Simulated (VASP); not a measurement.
Band structure of Al (fcc). Method: optB86b-vdW, VASP's PBE PAW potentials (set 64) (plane waves; VASP).

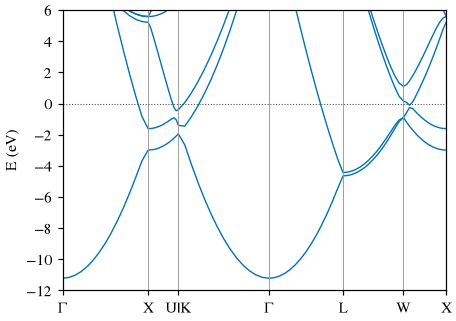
*Bands along high-symmetry lines, zero at the valence-band maximum or, without a gap, the Fermi level*

### Question
Read the plot: is there a gap, and where are the band edges?

### Answer
It has no gap at this level: it comes out as a metal or semimetal. (Edges off the drawn lines would not show.)

The compound is Al in the fcc structure. It was relaxed first.
